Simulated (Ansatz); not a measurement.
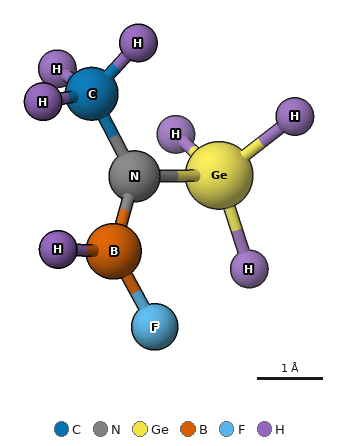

The input geometry (ball-and-stick view, seen at a tilt). Sticks mark near contacts. Bond lengths as drawn: B–F 1.35 Å, B–H 1.22 Å, B–N 1.41 Å, C–H 1.11 Å, C–N 1.46 Å, Ge–H 1.54 to 1.55 Å and Ge–N 1.88 Å.

# Geometry relaxation, with input and output: CH$_{7}$BFGeN (part 1 of 2)

- system: CH$_{7}$BFGeN
- method: RKS PBE0-D4/def2-TZVP (Ansatz 0.2.0)

The geometry: PBE-D4/def2-SVP start. Figures and captions count atoms from 1; the log counts them from 0 in places.

### Log
```
Functional definition: PBE0
  name "PBE0"
  cite "Adamo & Barone, J. Chem. Phys. 110, 6158 (1999) doi:10.1063/1.478522"
  cite "Perdew, Burke & Ernzerhof, Phys. Rev. Lett. 77, 3865 (1996) doi:10.1103/PhysRevLett.77.3865"
  parent pbe
  parameter a = 0.25
  parameter kappa = 0.804
  parameter beta = 0.06672455060314922
  exchange = (1 - a)*pbe_x(kappa = kappa, mu = beta*pi^2/3) + a*exact_x
  correlation = pbe_c(beta = beta)
1369 factors; their error is unknown
mean field evaluation 1: about -62536.0210 eV, gradient 6.2e1 eV
mean field evaluation 2: about -62524.8619 eV, gradient 9.3e1 eV
mean field evaluation 4: about -62543.2639 eV, gradient 6.0e0 eV
mean field evaluation 8: about -62543.5887 eV, gradient 3.4e-1 eV
mean field evaluation 16: about -62543.5889 eV, gradient 5.9e-5 eV
mean field -62543.58889709 eV, -2298.4344984010 hartree, gradient 5.9e-5 eV, S^2 0.000000; 0 other end points of the search recorded, 0 dependent functions left out
the calculation of the forces begins
reference -62543.58893289 eV, -2298.4344997165 hartree; 33, 33 occupied and 181, 181 virtual orbitals, 1369 factors
relax step   1: F+E_penalty+E_count = -62543.79372858 eV  Δ(F+E_penalty+E_count) = +0.000e0 eV  max|allowed force component| = 5.349e-1 eV/Å  Δτ_max = 0.0000 Å  (27 SCF iters, accepted)
these checks for a lower state are left out or cut short: starts, cluster_reference, orbital_swaps, neighbouring_geometries, increment
1369 factors; their error is unknown
mean field -62543.62480071 eV, -2298.4358178347 hartree, gradient 2.3e-5 eV, S^2 0.000000; 0 other end points of the search recorded, 0 dependent functions left out
[... from here on the field's lines of each further geometry are left out, up to the last ...]
relax step   2: F+E_penalty+E_count = -62543.83049346 eV  Δ(F+E_penalty+E_count) = -3.676e-2 eV  max|allowed force component| = 1.588e-1 eV/Å  Δτ_max = 0.0221 Å  (32 SCF iters, accepted)
relax step   3: F+E_penalty+E_count = -62543.83359859 eV  Δ(F+E_penalty+E_count) = -3.105e-3 eV  max|allowed force component| = 5.655e-2 eV/Å  Δτ_max = 0.0086 Å  (32 SCF iters, accepted)
relax step   4: F+E_penalty+E_count = -62543.83381400 eV  Δ(F+E_penalty+E_count) = -2.154e-4 eV  max|allowed force component| = 2.598e-2 eV/Å  Δτ_max = 0.0173 Å  (31 SCF iters, accepted)
relax step   5: F+E_penalty+E_count = -62543.83388104 eV  Δ(F+E_penalty+E_count) = -6.704e-5 eV  max|allowed force component| = 1.321e-2 eV/Å  Δτ_max = 0.0046 Å  (33 SCF iters, accepted)
relax step   6: F+E_penalty+E_count = -62543.83392592 eV  Δ(F+E_penalty+E_count) = -4.488e-5 eV  max|allowed force component| = 2.101e-2 eV/Å  Δτ_max = 0.0141 Å  (32 SCF iters, accepted)
relax step   7: F+E_penalty+E_count = -62543.83398113 eV  Δ(F+E_penalty+E_count) = -5.521e-5 eV  max|allowed force component| = 9.706e-3 eV/Å  Δτ_max = 0.0065 Å  (32 SCF iters, accepted)
relax step   8: F+E_penalty+E_count = -62543.83409075 eV  Δ(F+E_penalty+E_count) = -1.096e-4 eV  max|allowed force component| = 2.232e-2 eV/Å  Δτ_max = 0.0290 Å  (31 SCF iters, accepted)
relax step   9: F+E_penalty+E_count = -62543.83414892 eV  Δ(F+E_penalty+E_count) = -5.817e-5 eV  max|allowed force component| = 2.171e-2 eV/Å  Δτ_max = 0.0271 Å  (31 SCF iters, accepted)
relax step  10: F+E_penalty+E_count = -62543.83418413 eV  Δ(F+E_penalty+E_count) = -3.521e-5 eV  max|allowed force component| = 1.882e-2 eV/Å  Δτ_max = 0.0222 Å  (31 SCF iters, accepted)
relax step  11: F+E_penalty+E_count = -62543.83420553 eV  Δ(F+E_penalty+E_count) = -2.140e-5 eV  max|allowed force component| = 1.129e-2 eV/Å  Δτ_max = 0.0168 Å  (31 SCF iters, accepted)
relax step  12: F+E_penalty+E_count = -62543.83421474 eV  Δ(F+E_penalty+E_count) = -9.211e-6 eV  max|allowed force component| = 1.151e-2 eV/Å  Δτ_max = 0.0036 Å  (33 SCF iters, accepted)
relax step  13: F+E_penalty+E_count = -62543.83422806 eV  Δ(F+E_penalty+E_count) = -1.331e-5 eV  max|allowed force component| = 6.192e-3 eV/Å  Δτ_max = 0.0017 Å  (24 SCF iters, accepted)
the calculation of the forces begins
reference -62543.62823543 eV, -2298.4359440583 hartree; 33, 33 occupied and 181, 181 virtual orbitals, 1369 factors
relax step  14: F+E_penalty+E_count = -62543.83422994 eV  Δ(F+E_penalty+E_count) = -1.881e-6 eV  max|allowed force component| = 2.937e-3 eV/Å  Δτ_max = 0.0015 Å  (22 SCF iters, accepted)
```

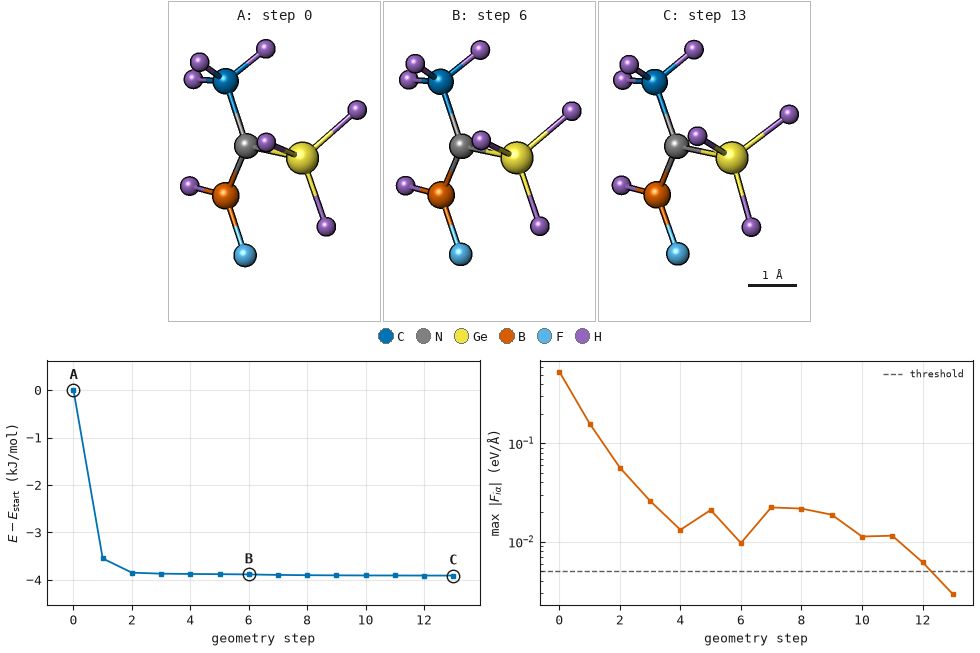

Frames of the relaxation (ball-and-stick view, seen at a tilt) above the curves, on which the letters mark them (the first geometry is step 0 here and step 1 in the log).

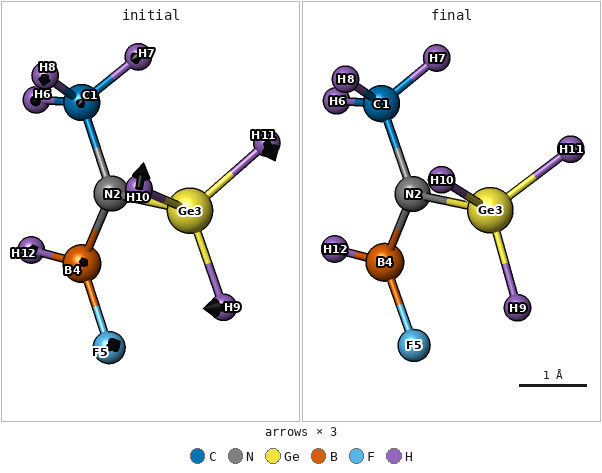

Before (left) and after (right) the relaxation, at one scale (ball-and-stick view, seen at a tilt). The black arrows give the displacements, magnified 3 times. After 13 geometry steps the energy has fallen by 3.91 kJ/mol. The largest force component goes from 0.53 to 0.0029 eV/Å. H10 moves most after the best rigid fit: 0.15 Å. Largest moves by element: H 0.15 Å, F 0.09 Å, B 0.04 Å, C 0.04 Å, Ge 0.02 Å, N 0.01 Å. Among the contacts that change: N2–Ge3 1.885 → 1.862 Å, B4–H12 1.220 → 1.199 Å, C1–H7 1.113 → 1.095 Å, C1–H6 1.108 → 1.091 Å. (Atoms are counted from 1 in the order of the input.)

```
1369 factors; their error is unknown
mean field -62543.62819976 eV, -2298.4359427473 hartree, gradient 1.1e-5 eV, S^2 0.000000; 1 other end points of the search recorded, 0 dependent functions left out
the calculation of the forces begins
reference -62543.62823543 eV, -2298.4359440583 hartree; 33, 33 occupied and 181, 181 virtual orbitals, 1369 factors
Total energy: -62543.83426561 eV, -2298.4435155276 hartree
Atom 0 at    -1.010363    -0.267220     1.005929 Å, force     0.000311     0.000315    -0.000743 eV/Å
Atom 1 at    -0.209691     0.103873    -0.147635 Å, force     0.002937    -0.000982     0.001863 eV/Å
Atom 2 at     1.605113    -0.292987    -0.021299 Å, force    -0.000713     0.000124    -0.000127 eV/Å
Atom 3 at    -0.793331     0.713721    -1.256186 Å, force    -0.002059     0.000679    -0.001826 eV/Å
Atom 4 at    -0.042818     1.050794    -2.314956 Å, force     0.000145    -0.000091     0.000700 eV/Å
Atom 5 at    -2.054197     0.004174     0.838712 Å, force     0.000005     0.000236    -0.000411 eV/Å
Atom 6 at    -0.668862     0.244213     1.912259 Å, force    -0.000237     0.000053     0.000397 eV/Å
Atom 7 at    -0.967144    -1.345381     1.193855 Å, force    -0.000263    -0.000572     0.000466 eV/Å
Atom 8 at     2.315873     0.154552    -1.296175 Å, force    -0.000113    -0.000104     0.000492 eV/Å
Atom 9 at     1.725278    -1.811409     0.196852 Å, force     0.000116     0.000528     0.000007 eV/Å
Atom 10 at     2.144967     0.437697     1.220606 Å, force    -0.000041    -0.000375    -0.000693 eV/Å
Atom 11 at    -1.967725     0.952771    -1.297964 Å, force    -0.000087     0.000188    -0.000125 eV/Å
Dipole moment:     0.037450    -0.189238     0.403838 e Å
```

### Trajectory as extended XYZ (Å, eV, eV/Å), 14 frames, from step=1 to step=14
```
12
Properties=species:S:1:pos:R:3:forces:R:3 step=1 energy=-62543.79373
C    -1.0171   -0.2376    1.0276   -0.1894  -0.0716   0.2476
N    -0.2135    0.1031   -0.1420    0.0538   0.0967  -0.2749
Ge    1.6242   -0.2989   -0.0245   -0.2468   0.0478   0.0086
B    -0.7989    0.6849   -1.2844   -0.0076  -0.1139   0.2715
F    -0.0437    0.9761   -2.3643   -0.2453  -0.0988   0.3681
H    -2.0750    0.0440    0.8561    0.5160  -0.1291   0.0668
H    -0.6667    0.2938    1.9404   -0.1446  -0.2359  -0.4851
H    -0.9887   -1.3282    1.2479    0.0090   0.5349  -0.1536
H     2.3428    0.2789   -1.2582   -0.1022  -0.0946   0.1944
H     1.7708   -1.8421    0.0612   -0.0284   0.2371  -0.0148
H     2.1352    0.3360    1.2966   -0.0808  -0.0929  -0.2029
H    -1.9922    0.9346   -1.3224    0.4663  -0.0799  -0.0256
12
Properties=species:S:1:pos:R:3:forces:R:3 step=2 energy=-62543.83049
C    -1.0106   -0.2371    1.0223   -0.0612  -0.0329   0.1009
N    -0.2115    0.1023   -0.1426    0.0597   0.0423  -0.1402
Ge    1.6122   -0.2968   -0.0232   -0.1577   0.0360  -0.0136
B    -0.7979    0.6792   -1.2735    0.0266  -0.0318   0.1041
F    -0.0474    0.9728   -2.3486   -0.0832  -0.0314   0.1064
H    -2.0572    0.0414    0.8530    0.1491  -0.0394   0.0229
H    -0.6592    0.2916    1.9209   -0.0491  -0.0749  -0.1373
H    -0.9783   -1.3163    1.2354   -0.0023   0.1588  -0.0371
H     2.3314    0.2726   -1.2451   -0.0023  -0.0129   0.0216
H     1.7543   -1.8274    0.0625   -0.0010   0.0196   0.0036
H     2.1170    0.3347    1.2868   -0.0069  -0.0092  -0.0163
H    -1.9759    0.9278   -1.3138    0.1283  -0.0243  -0.0151
12
Properties=species:S:1:pos:R:3:forces:R:3 step=3 energy=-62543.83360
C    -1.0071   -0.2375    1.0200   -0.0081  -0.0002   0.0152
N    -0.2104    0.1036   -0.1445    0.0301   0.0147  -0.0113
Ge    1.6052   -0.2951   -0.0241   -0.0134   0.0027   0.0041
B    -0.7969    0.6826   -1.2678   -0.0099  -0.0566  -0.0234
F    -0.0520    0.9698   -2.3453   -0.0004   0.0214   0.0087
H    -2.0492    0.0398    0.8533   -0.0084   0.0022  -0.0033
H    -0.6560    0.2878    1.9141    0.0051   0.0053   0.0070
H    -0.9742   -1.3119    1.2297    0.0043  -0.0096  -0.0031
H     2.3316    0.2698   -1.2424    0.0029  -0.0030   0.0003
H     1.7475   -1.8243    0.0668   -0.0015  -0.0019  -0.0004
H     2.1088    0.3355    1.2856    0.0021   0.0030   0.0017
H    -1.9703    0.9247   -1.3114   -0.0028   0.0220   0.0045
12
Properties=species:S:1:pos:R:3:forces:R:3 step=4 energy=-62543.83381
C    -1.0060   -0.2401    1.0176    0.0082   0.0062  -0.0158
N    -0.2074    0.1057   -0.1460   -0.0260  -0.0102   0.0185
Ge    1.6057   -0.2963   -0.0215    0.0092   0.0094  -0.0141
B    -0.7981    0.6837   -1.2680   -0.0037   0.0049  -0.0054
F    -0.0559    0.9861   -2.3429    0.0037  -0.0028   0.0051
H    -2.0483    0.0348    0.8473   -0.0069  -0.0023   0.0079
H    -0.6581    0.2858    1.9130    0.0006  -0.0002  -0.0010
H    -0.9697   -1.3149    1.2253    0.0012  -0.0011  -0.0010
H     2.3303    0.2546   -1.2475    0.0067  -0.0047   0.0032
H     1.7428   -1.8252    0.0834   -0.0018   0.0001   0.0017
H     2.1144    0.3456    1.2810   -0.0002   0.0010  -0.0008
H    -1.9726    0.9248   -1.3078    0.0091  -0.0004   0.0017
12
Properties=species:S:1:pos:R:3:forces:R:3 step=5 energy=-62543.83388
C    -1.0066   -0.2405    1.0180    0.0074  -0.0008  -0.0036
N    -0.2091    0.1049   -0.1459   -0.0073  -0.0028  -0.0035
Ge    1.6052   -0.2949   -0.0233    0.0040  -0.0030   0.0037
B    -0.7986    0.6830   -1.2683   -0.0010   0.0132   0.0033
F    -0.0546    0.9848   -2.3422    0.0037  -0.0036  -0.0014
H    -2.0493    0.0340    0.8500   -0.0036   0.0004   0.0003
H    -0.6574    0.2851    1.9129    0.0013   0.0017   0.0026
H    -0.9698   -1.3152    1.2256    0.0006  -0.0039   0.0004
H     2.3348    0.2537   -1.2471   -0.0038   0.0004  -0.0013
H     1.7419   -1.8237    0.0828   -0.0003  -0.0021   0.0010
H     2.1128    0.3465    1.2798    0.0004   0.0032   0.0004
H    -1.9720    0.9270   -1.3082   -0.0013  -0.0026  -0.0018
```
